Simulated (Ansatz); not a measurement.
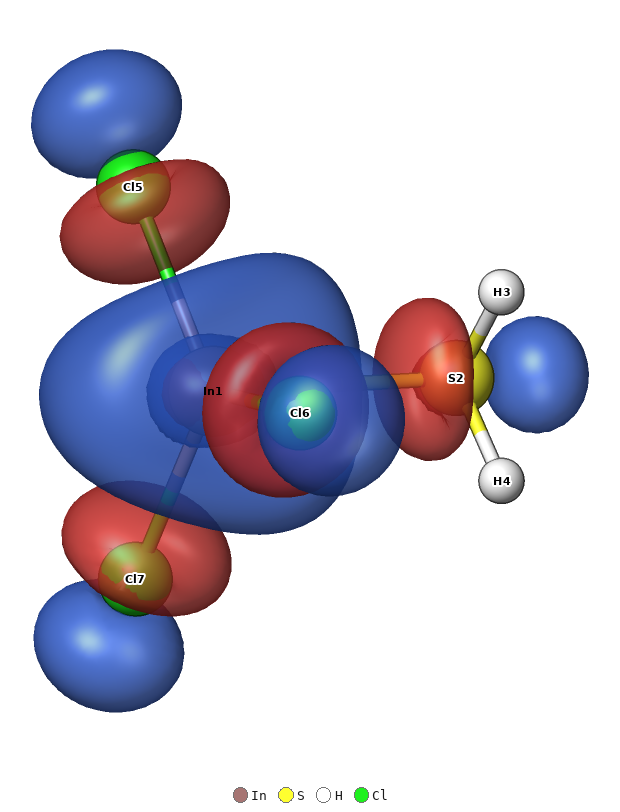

Cl$_{3}$H$_{2}$InS. The LUMO at ±0.1 Å⁻³ᐟ² (blue and red are the two phases), seen across its widest extent.

Geometry: B3LYP-D4/def2-SVP; core potentials replace the inner electrons of In.

Level of theory: RKS PBE0-D4/def2-TZVP in Ansatz 0.2.0.

| atom | x (Å) | y (Å) | z (Å) |
| --- | --- | --- | --- |
| In | 0.1396 | -0.2327 | -1.0926 |
| S | 0.1488 | -0.2592 | 1.7023 |
| H | 0.5186 | 1.0427 | 1.7729 |
| H | -1.1694 | 0.0486 | 1.7684 |
| Cl | 2.4652 | -0.1814 | -1.4570 |
| Cl | -1.0449 | 1.8085 | -1.2345 |
| Cl | -1.0579 | -2.2266 | -1.4595 |

**Where does this orbital lie, and at what energy?**

By Hirshfeld shares it lies mainly on In1 (about 40 %), Cl6 (about 15 %), Cl5 (about 15 %), Cl7 (about 15 %) and S2 (about 10 %). Its energy is −2.43 eV.
